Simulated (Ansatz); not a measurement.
# H3NO (hydroxylamine): levels of theory compared

Aim: a comparison of 6 runs (B3LYP/STO-3G, BLYP/STO-3G, PBE/STO-3G, wB97X/STO-3G, CCSDT(Q)/STO-3G, CCSDT/STO-3G) of H3NO (hydroxylamine). 

Program for the calculation: Ansatz 0.2.0.

51 further runs of the same task are left out: 1 that didn't finish, 50 set aside as unsound or not needed.

### Step 1. The system as given

The species is H3NO (5 atoms), meant as a singlet with charge 0. SMILES: `NO`. The H4–N1 distance was set to 2.549 Å, away from the relaxed value. At this shape a bond of the SMILES string is far longer than usual.

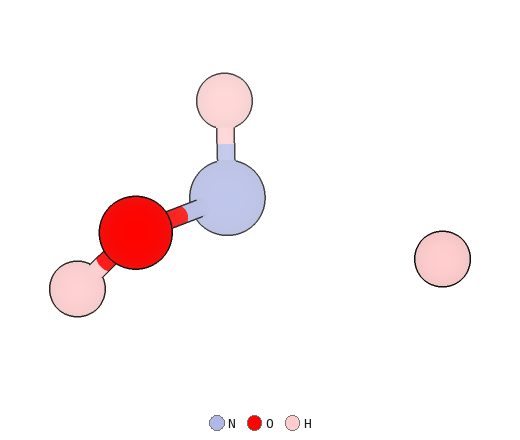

The structure, seen from a chosen angle (nitrogen light blue, oxygen red, hydrogen pink).

### Step 2. A single-point energy at B3LYP/STO-3G (run 1)

Contents of molecule.yaml:

```yaml
crystal:
  periodic: [false, false, false]
  atoms:
    - symbol: N
      position_ang: [1.287717, -0.744624, -0.100376]
    - symbol: O
      position_ang: [1.838357, 0.296066, 0.714304]
    - symbol: H
      position_ang: [1.304857, -1.584324, 0.477804]
    - symbol: H
      position_ang: [-1.156690, -0.114310, -0.454620]
    - symbol: H
      position_ang: [2.592267, 0.634446, 0.213074]
basis:
  gaussian:
    orbitals: STO-3G
magnetization:
  spin_polarized: false
  initial_magnetization: 0
hamiltonian:
  xc: {name: B3LYP}
accuracy: high
```

Run with:

```sh
$ ansatz run molecule.yaml --threads 1 --pin off --max-ram 2610MiB --events-out events.jsonl --progress --plain --runs-dir runs
```

Standard output:

```text
Warning: RAYON_NUM_THREADS=1 ignored (pool sized by the plan → 1); use --threads N
Functional definition: B3LYP
  name "B3LYP"
  parameter a0 = 0.2
  parameter ax = 0.72
  parameter ac = 0.81
  exchange = (1 - a0 - ax)*slater_x + ax*b88_x + a0*exact_x
  correlation = (1 - ac)*vwn_rpa_c + ac*lyp_c
208 factors; integrals over basis functions are off by at most 2.3e-8 eV
mean field evaluation 1: about -3524.6959 eV, gradient 2.2e1 eV
mean field evaluation 2: about -3516.1596 eV, gradient 2.7e1 eV
mean field evaluation 4: about -3521.0640 eV, gradient 2.6e1 eV
mean field evaluation 8: about -3525.8512 eV, gradient 2.6e1 eV
mean field evaluation 16: about -3528.8401 eV, gradient 3.8e-7 eV
mean field -3528.84005783 eV, -129.6824801916 hartree, gradient 9.2e-9 eV, S^2 0.000000; 0 other end points of the search recorded, 0 dependent functions left out
reference -3528.84008384 eV, -129.6824811473 hartree; 9, 9 occupied and 4, 4 virtual orbitals, 208 factors
Total energy: -3528.84008384 eV, -129.6824811473 hartree
```

Run time: 0.87 s. Hardware: 1 thread of Arm Neoverse V1, shared host.

### Step 3. The energy at BLYP/STO-3G (run 2)

Contents of in.yaml:

```yaml
crystal:
  periodic: [false, false, false]
  atoms:
    - {symbol: N, position_ang: [1.287717, -0.744624, -0.100376]}
    - {symbol: O, position_ang: [1.838357, 0.296066, 0.714304]}
    - {symbol: H, position_ang: [1.304857, -1.584324, 0.477804]}
    - {symbol: H, position_ang: [-1.156690, -0.114310, -0.454620]}
    - {symbol: H, position_ang: [2.592267, 0.634446, 0.213074]}
basis:
  gaussian:
    orbitals: STO-3G
total_charge: 0
hamiltonian:
  xc: {name: BLYP}
accuracy: high
```

Run with:

```sh
$ ansatz run in.yaml --threads 1 --pin off --max-ram 2610MiB --events-out events.jsonl --progress --plain --runs-dir runs
```

Standard output:

```text
Warning: RAYON_NUM_THREADS=1 ignored (pool sized by the plan → 1); use --threads N
Functional definition: BLYP
  name "BLYP"
  parameter beta = 0.0042
  parameter a = 0.04918
  parameter b = 0.132
  parameter c = 0.2533
  parameter d = 0.349
  exchange = b88_x(beta = beta)
  correlation = lyp_c(a = a, b = b, c = c, d = d)
208 factors; integrals over basis functions are off by at most 2.3e-8 eV
mean field evaluation 1: about -3521.9995 eV, gradient 2.6e1 eV
mean field evaluation 2: about -3513.0729 eV, gradient 3.2e1 eV
mean field evaluation 4: about -3525.4263 eV, gradient 2.2e1 eV
mean field evaluation 8: about -3527.4895 eV, gradient 1.1e1 eV
mean field evaluation 16: about -3528.3206 eV, gradient 4.5e-9 eV
mean field -3528.32057735 eV, -129.6633896360 hartree, gradient 1.8e-8 eV, S^2 0.000000; 0 other end points of the search recorded, 0 dependent functions left out
reference -3528.32061279 eV, -129.6633909384 hartree; 9, 9 occupied and 4, 4 virtual orbitals, 208 factors
Total energy: -3528.32061279 eV, -129.6633909384 hartree
```

Wall time 0.85 s (1 thread of Arm Neoverse V1, shared host).

Run 3 isn't shown in full; the table further down has it.

### Step 4. The energy at wB97X/STO-3G (run 4)

Contents of input.yaml:

```yaml
basis:
  gaussian:
    orbitals: STO-3G
crystal:
  periodic: [false, false, false]
  atoms:
    - {symbol: N, position_ang: [1.287717, -0.744624, -0.100376]}
    - {symbol: O, position_ang: [1.838357, 0.296066, 0.714304]}
    - {symbol: H, position_ang: [1.304857, -1.584324, 0.477804]}
    - {symbol: H, position_ang: [-1.156690, -0.114310, -0.454620]}
    - {symbol: H, position_ang: [2.592267, 0.634446, 0.213074]}
accuracy: high
hamiltonian:
  xc: {name: wB97X}
magnetization:
  spin_polarized: false
```

Run with:

```sh
$ ansatz run input.yaml --threads 1 --pin off --max-ram 2610MiB --events-out events.jsonl --progress --plain --runs-dir runs
```

Standard output, shortened:

```text
Warning: RAYON_NUM_THREADS=1 ignored (pool sized by the plan → 1); use --threads N
Functional definition: wB97X
  name "wB97X"
[...]
      + exact_x_lr(omega)
[...]
      + integral(e_c_pw_opposite_spin*poly(b97_u_opposite, 1, cos1, cos2, cos3, cos4))
208 factors; integrals over basis functions are off by at most 2.3e-8 eV
113 factors; integrals over basis functions are off by at most 6.5e-10 eV
[...]
mean field -3527.59201049 eV, -129.6366152979 hartree, gradient 5.7e-8 eV, S^2 0.000000; 0 other end points of the search recorded, 0 dependent functions left out
reference -3527.59200886 eV, -129.6366152377 hartree; 9, 9 occupied and 4, 4 virtual orbitals, 208 factors
Total energy: -3527.59200886 eV, -129.6366152377 hartree
```

Run time: 3 s. Hardware: 1 thread of Arm Neoverse V1, shared host; peak memory 0.19 GiB.

Run 5 isn't shown in full; the table further down has it.

### Step 5. The energy at CCSDT/STO-3G (run 6)

Contents of input.yaml:

```yaml
crystal:
  periodic: [false, false, false]
  atoms:
    - symbol: "N"
      position_ang: [1.287717, -0.744624, -0.100376]
    - symbol: O
      position_ang: [1.838357, 0.296066, 0.714304]
    - symbol: H
      position_ang: [1.304857, -1.584324, 0.477804]
    - symbol: H
      position_ang: [-1.156690, -0.114310, -0.454620]
    - symbol: H
      position_ang: [2.592267, 0.634446, 0.213074]
basis:
  gaussian: {orbitals: STO-3G}
correlation: {method: ccsdt, frozen_orbitals: {H: 0, "N": 1, O: 1}}
accuracy: high
scf: {omitted_lower_state_checks: [cluster_reference, increment]}
```

Run with:

```sh
$ ansatz run input.yaml --threads 1 --pin off --max-ram 2610MiB --events-out events.jsonl --progress --plain --runs-dir runs
```

Standard output:

```text
Warning: RAYON_NUM_THREADS=1 ignored (pool sized by the plan → 1); use --threads N
[... 12 lines left out ...]
2 core orbitals not correlated: weight in the atoms' cores, before any rotation towards them, 1.000 or more for the frozen orbitals, at most 0.000 for the correlated occupied ones
[... 39 lines left out ...]
WARN: these amplitudes may be one of several solutions (largest doubles amplitude 0.81, level shift 13.29 eV)
Total energy: -3516.45398297 eV, -129.2273003362 hartree
Checks for a lower state left out: cluster_reference, increment
```

It took 0.22 s on 1 thread of Arm Neoverse V1, shared host.

### Step 6. The series

```csv
run,level,frozen core orbitals,energy (Eh),wall time
1,B3LYP/STO-3G,–,-129.682481,0.87 s
2,BLYP/STO-3G,–,-129.663391,0.85 s
3,PBE/STO-3G,–,-129.566863,0.83 s
4,wB97X/STO-3G,–,-129.636615,3 s
5,CCSDT(Q)/STO-3G,2,-129.228276,0.26 s
6,CCSDT/STO-3G,2,-129.227300,0.22 s
```

### Step 7. Results

```
                                          quantity          value
                               run 6: total energy  -129.22730 Eh
run 6: correlation energy (2 core orbitals frozen)     -316.4 mEh
                              run 6: T1 diagnostic          0.025
```

What this shows: Totals of different functionals can't be ranked against each other. In runs 5, 6 the log says that unrestricted orbitals would lower the reference, so the values rest on an unstable closed-shell determinant (other closed-shell runs at this shape may share the fault). In runs 1, 2, 3, 4, 5, 6 the basis is minimal, so the values are rough. In runs 1, 2, 3, 4 a closed-shell determinant meets a far-stretched bond, which it describes badly. All runs together took 6 s, the longest 3 s.
